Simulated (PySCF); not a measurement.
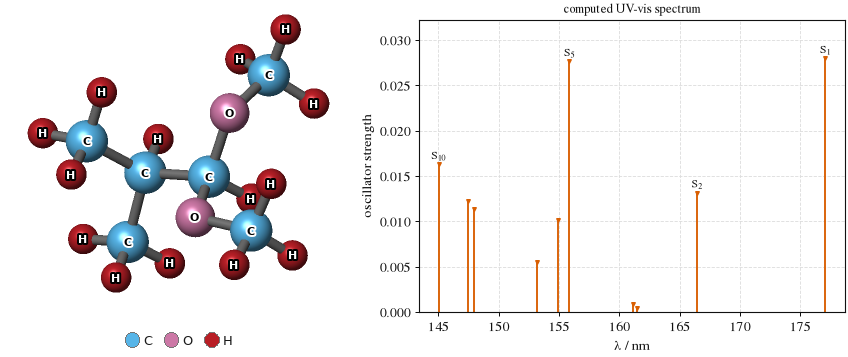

Computed absorption of C₆H₁₄O₂ (isobutylaldehyde dimethyl acetal), SMILES COC(OC)C(C)C. Vertical TDDFT excitations, PBE0/def2-SVPD with PySCF 2.14.0, at a PBE0-D3(BJ)/def2-SVP geometry (no frequency check), gas phase. Only the first 10 singlet excitations are included.

Question: Which of the computed transitions is the brightest, and what character does the calculation give it?

Answer: S1 at 7.00 eV (177 nm), f = 0.028, mainly HOMO → LUMO (95 %).

Question: Where is the lowest singlet, and is it bright?

Answer: S1 lies at 7.00 eV (177 nm) with f = 0.028, mainly HOMO → LUMO (95 %); it is weak.

Question: List the transitions behind the spectrum.

Answer:
```csv
state,E (eV),λ (nm),f,main character
S1,7.00,177,0.028,HOMO → LUMO (95 %)
S2,7.45,166,0.013,HOMO−1 → LUMO (77 %)
S3,7.68,161,0.000,HOMO → LUMO+1 (78 %)
S4,7.69,161,0.001,HOMO → LUMO+2 (80 %)
S5,7.96,156,0.028,HOMO → LUMO+3 (90 %)
S6,8.00,155,0.010,HOMO−1 → LUMO+1 (84 %)
S7,8.10,153,0.006,HOMO−1 → LUMO+2 (90 %)
S8,8.38,148,0.011,HOMO−1 → LUMO+3 (40 %)
S9,8.41,147,0.012,HOMO−1 → LUMO+3 (50 %)
S10,8.55,145,0.016,HOMO → LUMO+6 (42 %)
```

Known limits of this run: states above the negative HOMO energy depend on the basis; one conformer of a flexible molecule; core orbitals are frozen in the response.
